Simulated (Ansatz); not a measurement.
| atom | x (Å) | y (Å) | z (Å) |
| --- | --- | --- | --- |
| C | -0.4747 | 0.0803 | -0.6676 |
| B | 0.5239 | -0.0951 | 0.4608 |
| Cl | -0.0170 | 0.0529 | 2.1241 |
| H | -1.5246 | 0.2971 | -0.4936 |
| H | -0.1867 | -0.0026 | -1.7114 |
| H | 1.6790 | -0.3326 | 0.2877 |

Geometry: PBE0-D4/def2-TZVP.

Theory: UKS PBE0-D4/def2-TZVPP in Ansatz 0.2.0.

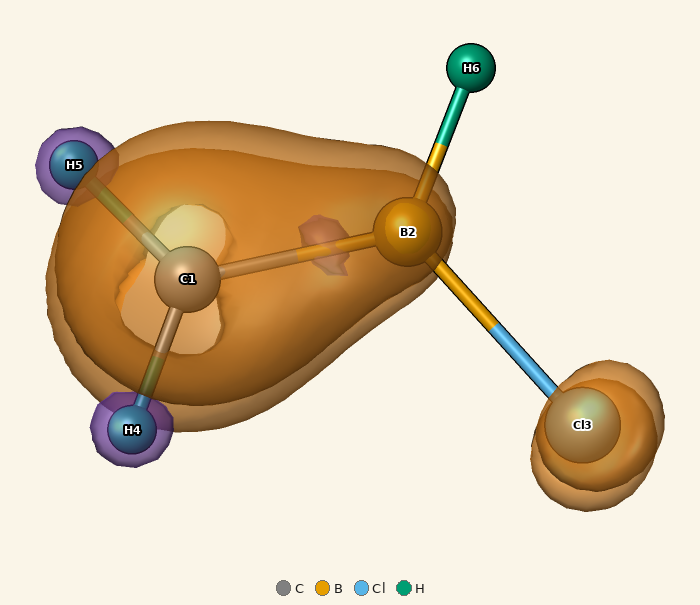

CH3BCl (doublet). Isosurfaces of the spin density at +0.03 (orange) and −0.03 e/Å³ (purple), seen across its widest extent.

Which atoms carry the spin?

Answer. The unpaired spin (1 electron) lies mostly on C1 (about 0.7) and B2 (about 0.2), in electrons by Hirshfeld's partition.
